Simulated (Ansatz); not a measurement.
# Hypothetical R3m CsPbBr3, carrier doping

Consider CsPbBr3 (space group R3m, No. 160; a = 8.4743 Å, c = 10.4622 Å (hexagonal axes); a hypothetical phase, not in the database extracts checked).

Carriers are added at fixed cell with a uniform background; the Fermi–Dirac width is that of 300 K.

All numbers come from Ansatz (a first-principles code) PBE, spin-orbit coupling left out.

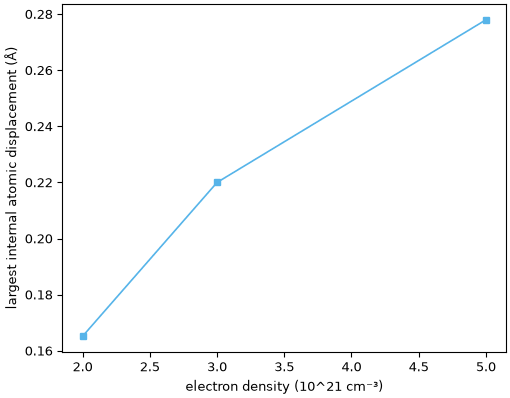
*Largest internal atomic displacement against electron density*

Problem. From the plot, what is the largest internal atomic displacement for electrons 2.0×10^21 cm⁻³?

Solution. About 0.165 Å.

Problem. Is the trend monotonic over the range shown?

Solution. Yes, it rises throughout, spanning 0.165 Å to 0.278 Å.

Carriers are added with a uniform compensating background; total energy and stress of such cells depend on the potential's zero and are not compared; many-body gap narrowing is missing at this level. No phonon test of stability was made.
